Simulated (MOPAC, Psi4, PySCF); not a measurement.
Interaction energy of O2S ··· COS (SMILES O=S=O and O=C=S), singlet. Monomers: optimised at B3LYP-D3(BJ) (def2-TZVP), held rigid. Orientation: a higher rigid-body minimum at GFN2-xTB (searched outside a hard wall at short contacts). R is the distance of the centres of mass, along which the second monomer moves. The shortest distances reach bonding range, where SAPT0 and rigid monomers are unreliable.

Geometry at R = 3.36 Å (first 3 atoms: monomer A):
```
6

O     -1.2386    -0.2444     0.0000
S     -0.0002     0.4877     0.0000
O      1.2388    -0.2433     0.0000
O      0.1756     0.8114     2.5227
C      0.0343    -0.2165     3.0313
S     -0.1568    -1.6061     3.7189
```

- MP2/aug-cc-pVDZ = DF-MP2/aug-cc-pVDZ, frozen core, counterpoise-corrected run with Psi4
- HF/aug-cc-pVDZ, counterpoise-corrected (Psi4)
- RKS-LDA (SVWN5)/6-31G* = restricted LDA (SVWN5)/6-31G*, spherical d, no counterpoise correction (PySCF)
- RKS-B3LYP/6-31G* = PySCF 2.14.0 with restricted B3LYP/6-31G*, spherical d, no counterpoise correction
- AM1, restricted, heats of formation (MOPAC)

Interaction energies in kcal/mol (negative: bound); R is the distance of the centres of mass, d the S2···O4 distance.

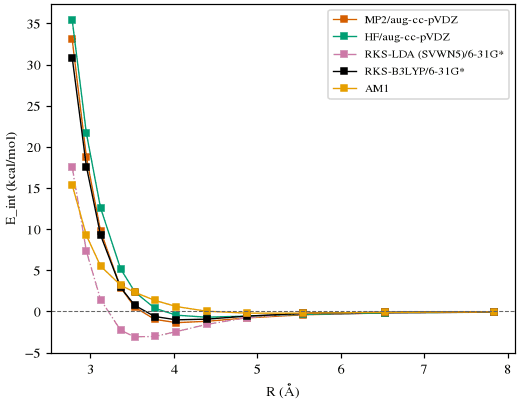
Fig. 1. Interaction energy against separation.

| R / Å | d / Å | MP2/aug-cc-pVDZ | HF/aug-cc-pVDZ | RKS-LDA (SVWN5)/6-31G* | RKS-B3LYP/6-31G* | AM1 |
|---|---|---|---|---|---|---|
| 2.78 | 2.02 | 33.04 | 35.39 | 17.54 | 30.83 | 15.36 |
| 2.95 | 2.17 | 18.75 | 21.65 | 7.32 | 17.61 | 9.24 |
| 3.12 | 2.33 | 9.77 | 12.58 | 1.44 | 9.27 | 5.51 |
| 3.36 | 2.55 | 2.89 | 5.18 | -2.29 | 2.91 | 3.20 |
| 3.53 | 2.71 | 0.52 | 2.38 | -3.09 | 0.74 | 2.33 |
| 3.77 | 2.93 | -0.96 | 0.38 | -3.04 | -0.62 | 1.35 |
| 4.03 | 3.18 | -1.36 | -0.46 | -2.45 | -1.02 | 0.59 |
| 4.39 | 3.53 | -1.20 | -0.70 | -1.58 | -0.94 | 0.03 |
| 4.87 | 3.99 | -0.79 | -0.57 | -0.76 | -0.57 | -0.21 |
| 5.55 | 4.66 | -0.41 | -0.35 | -0.24 | -0.23 | -0.20 |
| 6.53 | 5.62 | -0.18 | -0.18 | -0.09 | -0.10 | -0.12 |
| 7.83 | 6.90 | -0.07 | -0.09 | -0.04 | -0.05 | -0.05 |

Lowest grid point: MP2/aug-cc-pVDZ -1.36 kcal/mol at R = 4.03 Å; HF/aug-cc-pVDZ -0.70 kcal/mol at R = 4.39 Å; RKS-LDA (SVWN5)/6-31G* -3.09 kcal/mol at R = 3.53 Å; RKS-B3LYP/6-31G* -1.02 kcal/mol at R = 4.03 Å; AM1 -0.21 kcal/mol at R = 4.87 Å.
